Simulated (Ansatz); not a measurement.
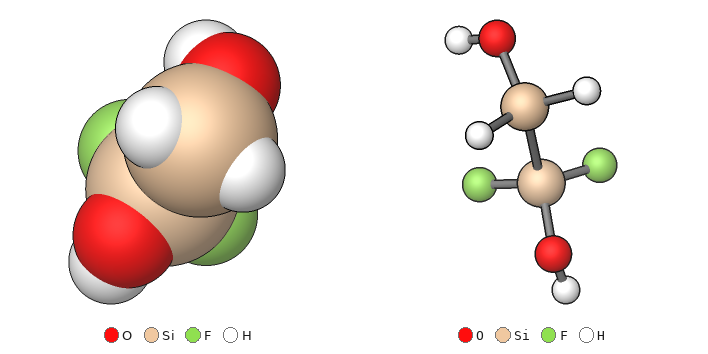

The same structure drawn twice, from different directions.

The geometry was computed by an optimisation with PBE0-D4/def2-TZVP. No frequency run is at hand to confirm it as a minimum.

**Which formula does it have?**

F₂H₄O₂Si₂, 10 atoms: 2 fluorine, 4 hydrogen, 2 oxygen and 2 silicon.

**How many sets of symmetry-equivalent atoms are there?**

10: 1 O, 1 Si, 1 Si, 1 O, 1 F, 1 F, 1 H, 1 H, 1 H, 1 H.

More results for the same structure follow; atom numbers are the same in all pictures, views and colours differ.

## Shape

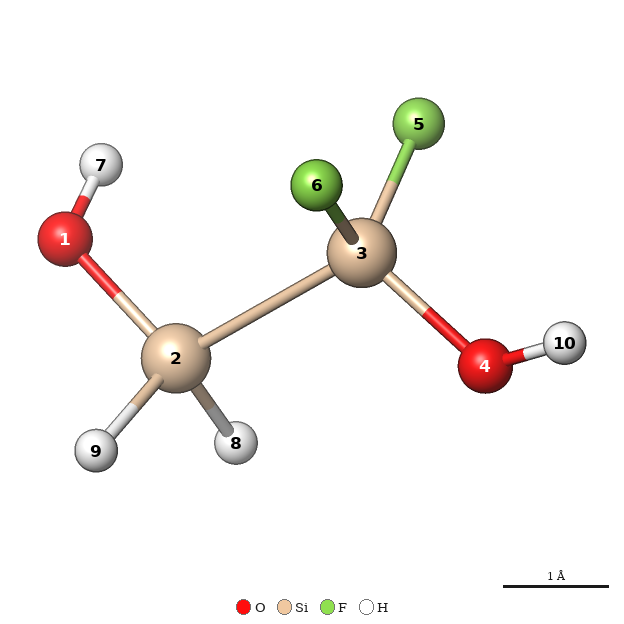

No frequency run is at hand to confirm it as a minimum.

Estimate the angles Si2–O1–H7, O1–Si2–Si3, O1–Si2–H8, O1–Si2–H9, Si3–Si2–H8, Si3–Si2–H9, Si2–Si3–O4, Si2–Si3–F5, Si2–Si3–F6, O4–Si3–F5, O4–Si3–F6, F5–Si3–F6, Si3–O4–H10.

```tsv
angle	degrees
Si2–O1–H7	117.9
O1–Si2–Si3	110.5
O1–Si2–H8	112.3
O1–Si2–H9	106.4
Si3–Si2–H8	107.8
Si3–Si2–H9	110.4
Si2–Si3–O4	109.9
Si2–Si3–F5	109.4
Si2–Si3–F6	113.2
O4–Si3–F5	110.4
O4–Si3–F6	109.7
F5–Si3–F6	104.1
Si3–O4–H10	120.6
```

## Electronic properties

No frequency run is at hand to confirm it as a minimum. Properties computed with RKS PBE0-D4/def2-TZVPP (Ansatz 0.2.0).

What does the calculation give?

- HOMO energy (Kohn–Sham orbital): −8.40 eV
- LUMO energy (Kohn–Sham orbital): −0.70 eV
- HOMO–LUMO gap: 7.71 eV
- dispersion correction: −19.0 kJ/mol

## Charges

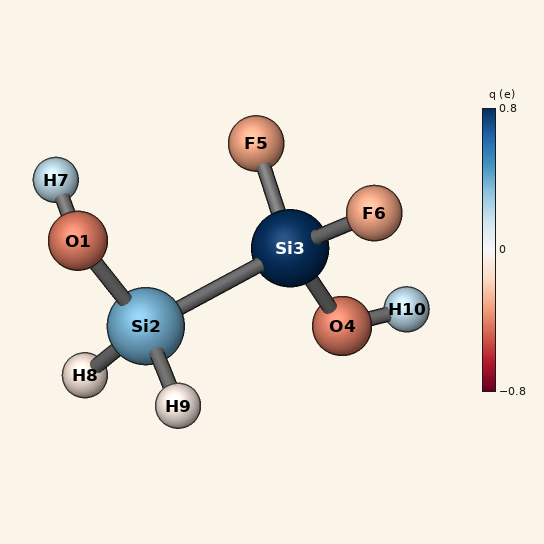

Atoms are coloured by their Mulliken charges. No frequency run is at hand to confirm it as a minimum. Properties computed with RKS r2SCAN-D4/def2-TZVPP (Ansatz 0.2.0).

**Which atom carries the highest charge (most positive or least negative)?**

Si3 (0.80 e).

**And the lowest?**

O1 (−0.41 e).

Give the Mulliken charges atom by atom.

```
atom  value (e)
  O1      −0.41
 Si2       0.38
 Si3       0.80
  O4      −0.40
  F5      −0.31
  F6      −0.31
  H7       0.21
  H8      −0.09
  H9      −0.07
 H10       0.21
```

## Dipole moment

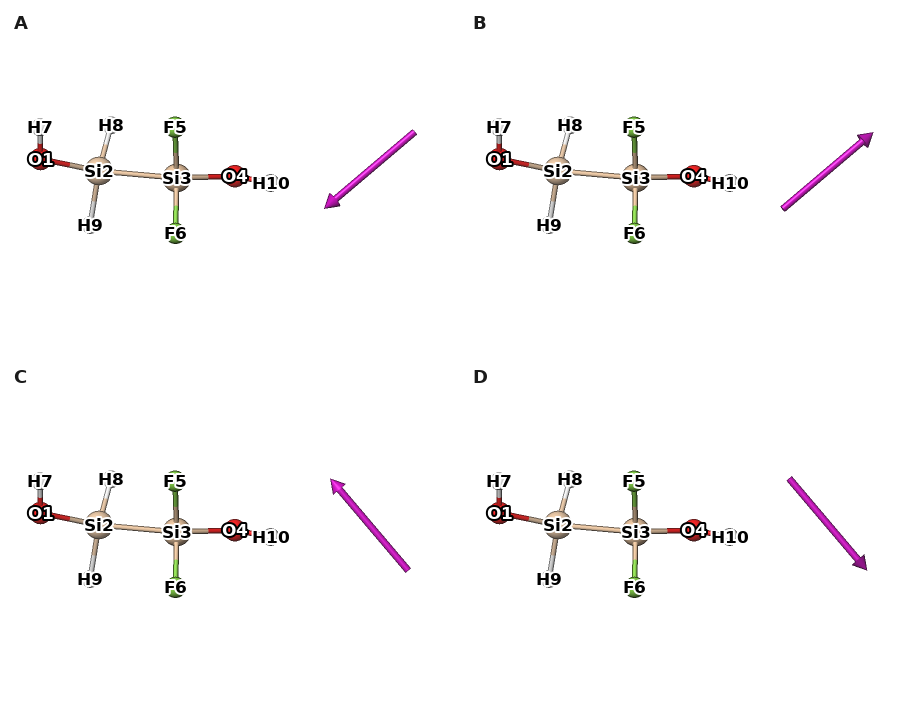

The same molecule four times, each with an arrow. No frequency run is at hand to confirm it as a minimum. Properties computed with RKS ωB97M-V/def2-TZVPP (Ansatz 0.2.0).

**Which arrow points along the dipole moment, from the negative to the positive end?**

B. The dipole moment is 1.34 D; it points from the side of O1 to the side of H10 (the outermost atoms at the two ends).

Mulliken values depend strongly on the basis set and can even reverse the polarity of a bond.
